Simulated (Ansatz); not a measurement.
# Run report: Al16O25, geometry relaxation (part 4 of 4)

Al16O25 (defect cell, 41 atoms in the cell); DFT PBE-D3(BJ), scalar-relativistic, plane waves, PAW, PAW set soft_1, spin-polarised (Ansatz 0.2.0); cutoff 420 eV, 2×2×2 k-mesh, Gaussian smearing of 0.05 eV, collinear spins. The structure derives from an entry of the Crystallography Open Database. It belongs to a series of runs on one base structure; here: end point A relaxed.

**Trajectory as extended XYZ, continued**
```
41
Lattice="-4.7540 -2.7447 4.3273 4.7540 -2.7447 4.3273 0.0000 5.4894 4.3273" Properties=species:S:1:pos:R:3:forces:R:3 step=8 energy=-22846.80576
Al    0.0262   -0.0337    4.6104   -0.1072  -0.0067   0.0486
Al   -0.0013   -0.0420    1.9087   -0.0547  -0.3508  -0.0992
Al   -0.0405    0.0063    8.4492    0.0400   0.0009  -0.0341
Al   -0.0293    0.0078   11.0790    0.0694   0.0295   0.0820
O     0.8384    1.3949    7.6049    0.0540  -0.0293  -0.0531
O    -1.6640    0.1231    7.5826   -0.0616  -0.0205  -0.0377
O     0.6948   -1.4833    7.6243    0.0353   0.0037  -0.0315
O    -0.8898   -1.3872    5.4232   -0.0163  -0.0305  -0.0016
O     1.7165   -0.1521    5.4610    0.0566   0.0466  -0.0140
O    -0.7401    1.4572    5.4044    0.0681  -0.0534  -0.0156
Al    0.0140   -2.7670    8.9758    0.0141   0.1155  -0.3368
Al    0.0113   -2.7586    6.2886   -0.0416  -0.0684   0.0326
Al   -0.0580    2.7347    4.0841   -0.0265   0.1113   0.0553
Al   -0.0390    2.7365    6.7359   -0.0416  -0.0108   0.0532
O    -3.8723    1.3725    7.6038   -0.0576  -0.0043   0.0009
O     2.8937    0.1683    7.7599    0.3308  -0.2472  -0.2583
O     0.9076    1.1884    3.4099    0.0099   0.0374   0.1633
O     3.9741   -1.7335    4.9183   -0.1830  -0.1484   0.1435
O    -3.0282   -0.1107    5.3808   -0.0105   0.0661  -0.0094
O    -0.7874   -1.2352    9.7298   -0.0099  -0.1455   0.0888
Al   -2.4039    1.3657    8.9204    0.0470   0.0531  -0.0553
Al   -2.3971    1.3736    6.2692    0.0817   0.0387  -0.0209
Al    2.3588   -1.3894    4.0512   -0.1327   0.0474  -0.1434
Al    2.3362   -1.3458    6.8585    0.0837  -0.1033  -0.0535
O    -1.4459   -2.7527    7.5813    0.0127  -0.0390   0.0848
O     0.7072   -1.2778    3.2614    0.0173   0.1020  -0.0009
O     3.0264    2.6148    7.5102    0.1421   0.0466   0.1288
O     1.4109    2.7579    5.4288    0.0585  -0.0797  -0.0198
O    -0.7547    1.2707    9.7605   -0.0193   0.0365  -0.0300
O    -3.0917   -2.6281    5.4388    0.0041  -0.0374   0.0709
Al    2.3064    1.3995    8.9645    0.0125   0.0478   0.2360
Al    2.3254    1.3967    6.2822   -0.0007  -0.0798  -0.0961
Al   -2.3608   -1.3734    4.0785   -0.0620  -0.0010  -0.0416
Al   -2.3159   -1.3789    6.7290    0.0958   0.0329  -0.0507
O    -1.4251    0.0090    3.2362    0.0589   0.0745  -0.0061
O     0.8053   -3.9922    7.5076   -0.0340   0.0876  -0.0471
O    -1.6741    2.6256    7.5864    0.0264  -0.0524  -0.0006
O     1.4025   -0.0068    9.7851    0.0394  -0.0227  -0.0760
O    -0.7742    3.9643    5.4494    0.0596   0.0801  -0.0360
O     1.6518   -2.5943    5.4424    0.0526   0.0061  -0.0279
O    -0.4098    2.0697    2.1383   -0.6112   0.4670   0.4083
41
Lattice="-4.7540 -2.7447 4.3273 4.7540 -2.7447 4.3273 0.0000 5.4894 4.3273" Properties=species:S:1:pos:R:3:forces:R:3 step=9 energy=-22846.85740
Al    0.0205   -0.0349    4.6070    0.0451   0.0591   0.0049
Al    0.0049   -0.0629    1.9130    0.0809  -0.0957   0.0354
Al   -0.0336    0.0032    8.4422    0.0061  -0.0009  -0.0293
Al   -0.0202    0.0070   11.0795   -0.0525  -0.0699  -0.0222
O     0.8471    1.3919    7.5998   -0.0292   0.0220  -0.0238
O    -1.6614    0.1202    7.5740   -0.0253   0.0073  -0.0355
O     0.6987   -1.4847    7.6139    0.0060  -0.0527  -0.0140
O    -0.8956   -1.3906    5.4183   -0.0061  -0.0214  -0.0073
O     1.7111   -0.1492    5.4556    0.0397  -0.0428  -0.0197
O    -0.7351    1.4543    5.4013    0.0070  -0.0109   0.0143
Al    0.0075   -2.7684    8.9618   -0.0182   0.1796  -0.0633
Al    0.0054   -2.7630    6.2870   -0.0523   0.0185  -0.0372
Al   -0.0485    2.7366    4.0867    0.0008  -0.0057  -0.0096
Al   -0.0362    2.7283    6.7357    0.0324  -0.0319   0.0397
O    -3.8627    1.3811    7.6100   -0.0472  -0.0122  -0.0366
O     2.8850    0.1617    7.7601    0.0050  -0.0059   0.0367
O     0.9012    1.1783    3.3952    0.0289  -0.0221   0.0940
O     3.9382   -1.7092    4.9979   -0.0529  -0.0341  -0.0711
O    -3.0372   -0.1124    5.3785   -0.0022   0.0195  -0.0478
O    -0.7866   -1.2299    9.7225    0.0035  -0.0396   0.0240
Al   -2.3960    1.3662    8.9118   -0.0004  -0.0267  -0.0082
Al   -2.3910    1.3702    6.2606    0.0124   0.0078   0.0342
Al    2.3565   -1.3886    4.0505   -0.0887   0.0164  -0.1033
Al    2.3419   -1.3569    6.8341    0.0975   0.0547   0.0189
O    -1.4458   -2.7571    7.5820    0.0405  -0.0445   0.0506
O     0.7096   -1.2843    3.2579   -0.0162   0.0386   0.0128
O     3.0454    2.6151    7.5264    0.0698   0.0358   0.0716
O     1.4192    2.7545    5.4251    0.0216  -0.0256   0.0182
O    -0.7513    1.2689    9.7544    0.0109   0.0558   0.0152
O    -3.0918   -2.6343    5.4360   -0.0075   0.0007   0.0094
Al    2.3122    1.3999    8.9737    0.0026  -0.0247  -0.0176
Al    2.3301    1.3943    6.2806    0.0186  -0.0232  -0.0229
Al   -2.3671   -1.3730    4.0743    0.0210  -0.0295   0.0157
Al   -2.3173   -1.3820    6.7221   -0.0485   0.0311   0.0883
O    -1.4226    0.0074    3.2308   -0.0168   0.0055   0.0070
O     0.7889   -3.9930    7.5205   -0.0390   0.0178   0.0336
O    -1.6711    2.6255    7.5814    0.0116   0.0042  -0.0020
O     1.4084   -0.0088    9.7825    0.0041   0.0125   0.0102
O    -0.7679    3.9594    5.4444    0.0353   0.0818  -0.0014
O     1.6408   -2.6019    5.4394    0.0266  -0.0113   0.0168
O    -0.4291    2.1555    2.1860   -0.1253  -0.0358  -0.0783
41
Lattice="-4.7540 -2.7447 4.3273 4.7540 -2.7447 4.3273 0.0000 5.4894 4.3273" Properties=species:S:1:pos:R:3:forces:R:3 step=10 energy=-22846.86354
Al    0.0233   -0.0314    4.6104   -0.0098  -0.0040   0.0227
Al    0.0091   -0.0683    1.9149   -0.0564   0.0597  -0.0318
Al   -0.0333    0.0054    8.4391    0.0338   0.0027  -0.0070
Al   -0.0245    0.0040   11.0773    0.0517   0.0589   0.0157
O     0.8473    1.3923    7.5980    0.0418  -0.0405   0.0205
O    -1.6643    0.1221    7.5728    0.0182   0.0014   0.0256
O     0.7002   -1.4853    7.6112   -0.0096   0.0481   0.0058
O    -0.8968   -1.3893    5.4197   -0.0217   0.0222  -0.0083
O     1.7186   -0.1531    5.4536   -0.0222   0.0304   0.0242
O    -0.7323    1.4547    5.4073   -0.0291  -0.0047   0.0105
Al    0.0033   -2.7582    8.9545    0.0293  -0.0563  -0.0195
Al    0.0024   -2.7604    6.2839    0.0608  -0.0063  -0.0104
Al   -0.0489    2.7351    4.0893    0.0015  -0.0043  -0.0348
Al   -0.0326    2.7264    6.7399   -0.0321   0.0117  -0.0215
O    -3.8687    1.3770    7.6052    0.0316  -0.0060   0.0249
O     2.8887    0.1592    7.7654    0.0010   0.0370   0.0399
O     0.8962    1.1811    3.4022    0.0329   0.0275  -0.0080
O     3.9374   -1.7174    4.9826    0.0723  -0.0118   0.0792
O    -3.0401   -0.1078    5.3764   -0.0171  -0.0265   0.0155
O    -0.7859   -1.2295    9.7223    0.0087   0.0398  -0.0057
Al   -2.3967    1.3643    8.9122   -0.0184   0.0082   0.0028
Al   -2.3922    1.3721    6.2631    0.0100   0.0108  -0.0201
Al    2.3543   -1.3889    4.0447   -0.0047  -0.0164   0.0213
Al    2.3499   -1.3557    6.8366    0.0316  -0.0304  -0.0419
O    -1.4459   -2.7555    7.5848   -0.0172   0.0364  -0.0199
O     0.7097   -1.2825    3.2594   -0.0148   0.0007   0.0003
O     3.0485    2.6138    7.5270   -0.0274  -0.0401  -0.0174
O     1.4229    2.7501    5.4270    0.0185   0.0348  -0.0029
O    -0.7520    1.2738    9.7538   -0.0047  -0.0447  -0.0212
O    -3.0924   -2.6359    5.4398    0.0274   0.0227  -0.0085
Al    2.3158    1.4000    8.9742   -0.0015   0.0217   0.0458
Al    2.3349    1.3905    6.2805   -0.0445  -0.0093  -0.0095
Al   -2.3684   -1.3730    4.0772   -0.0255   0.0204  -0.0163
Al   -2.3230   -1.3781    6.7282   -0.0147  -0.0226   0.0000
O    -1.4212    0.0080    3.2343   -0.0026  -0.0358   0.0097
O     0.7844   -3.9901    7.5209    0.0424  -0.0422  -0.0066
O    -1.6704    2.6259    7.5839   -0.0207  -0.0039  -0.0069
O     1.4092   -0.0065    9.7832   -0.0215   0.0004   0.0004
O    -0.7612    3.9617    5.4467   -0.0302  -0.0329  -0.0303
O     1.6441   -2.6024    5.4395   -0.0325  -0.0248   0.0081
O    -0.4452    2.1466    2.1716   -0.0346  -0.0319  -0.0247
41
Lattice="-4.7540 -2.7447 4.3273 4.7540 -2.7447 4.3273 0.0000 5.4894 4.3273" Properties=species:S:1:pos:R:3:forces:R:3 step=11 energy=-22846.86515
Al    0.0212   -0.0302    4.6119   -0.0017  -0.0155   0.0029
Al    0.0072   -0.0657    1.9144   -0.0109  -0.0008  -0.0228
Al   -0.0301    0.0055    8.4388   -0.0143  -0.0103   0.0084
Al   -0.0222    0.0049   11.0772   -0.0125   0.0138   0.0143
O     0.8487    1.3913    7.5990   -0.0001   0.0271  -0.0239
O    -1.6623    0.1220    7.5739    0.0014  -0.0024   0.0008
O     0.7023   -1.4840    7.6111   -0.0142  -0.0004  -0.0042
O    -0.8981   -1.3880    5.4191    0.0087  -0.0122   0.0142
O     1.7169   -0.1515    5.4554   -0.0059  -0.0087  -0.0090
O    -0.7354    1.4553    5.4070    0.0158   0.0012  -0.0007
Al    0.0052   -2.7594    8.9520   -0.0109  -0.0277   0.0093
Al    0.0052   -2.7606    6.2823   -0.0158   0.0075  -0.0008
Al   -0.0492    2.7361    4.0879   -0.0017   0.0122  -0.0236
Al   -0.0347    2.7274    6.7388    0.0018  -0.0075   0.0006
O    -3.8669    1.3763    7.6054    0.0048  -0.0023   0.0087
O     2.8892    0.1620    7.7671    0.0160  -0.0196  -0.0004
O     0.8978    1.1834    3.4039   -0.0168   0.0192  -0.0004
O     3.9418   -1.7200    4.9805   -0.0054   0.0158  -0.0269
O    -3.0423   -0.1101    5.3778   -0.0143   0.0132   0.0223
O    -0.7836   -1.2291    9.7229   -0.0067  -0.0140   0.0061
Al   -2.3963    1.3641    8.9121   -0.0009   0.0099   0.0059
Al   -2.3927    1.3724    6.2630   -0.0057  -0.0176  -0.0100
Al    2.3526   -1.3889    4.0451    0.0296  -0.0104  -0.0013
Al    2.3520   -1.3559    6.8368    0.0299   0.0075  -0.0075
O    -1.4457   -2.7541    7.5839    0.0041  -0.0164   0.0112
O     0.7068   -1.2812    3.2598    0.0214  -0.0031   0.0053
O     3.0473    2.6134    7.5274   -0.0032   0.0003  -0.0264
O     1.4233    2.7523    5.4272   -0.0158   0.0022   0.0153
O    -0.7502    1.2721    9.7524   -0.0082   0.0077   0.0094
O    -3.0913   -2.6345    5.4394    0.0028  -0.0114   0.0107
Al    2.3158    1.4011    8.9766    0.0070  -0.0007  -0.0020
Al    2.3335    1.3910    6.2811    0.0058   0.0127  -0.0044
Al   -2.3694   -1.3741    4.0764    0.0139   0.0097   0.0254
Al   -2.3231   -1.3776    6.7286    0.0098  -0.0099  -0.0181
O    -1.4228    0.0052    3.2348    0.0042  -0.0003   0.0023
O     0.7879   -3.9924    7.5195   -0.0163   0.0158  -0.0185
O    -1.6719    2.6254    7.5828    0.0047  -0.0001  -0.0002
O     1.4093   -0.0059    9.7837   -0.0015  -0.0093  -0.0039
O    -0.7630    3.9624    5.4451    0.0150  -0.0257   0.0143
O     1.6439   -2.6031    5.4406    0.0006   0.0258  -0.0103
O    -0.4523    2.1375    2.1718   -0.0146   0.0245   0.0278
```

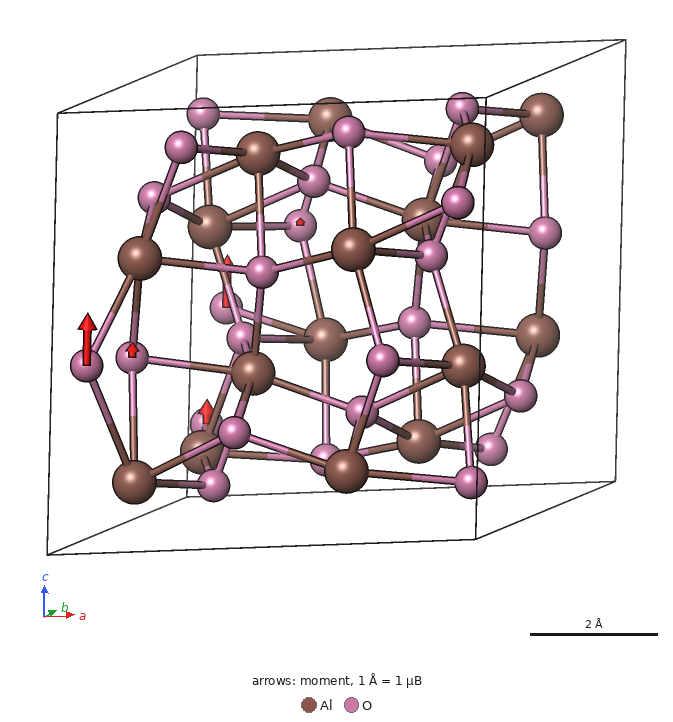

Magnetic moments of the sites as red arrows (ball-and-stick view of the cell of the calculation, seen slightly off an axis); small moments hardly show. The run is collinear, so the axis drawn is arbitrary. Site moments: O41 (0.85 μB); O18 (0.41 μB); O17 (0.26 μB); O16 (0.13 μB). They are counted near the atoms and needn't add up to the moment of the cell. Atoms are counted from 1 in the order of the input.
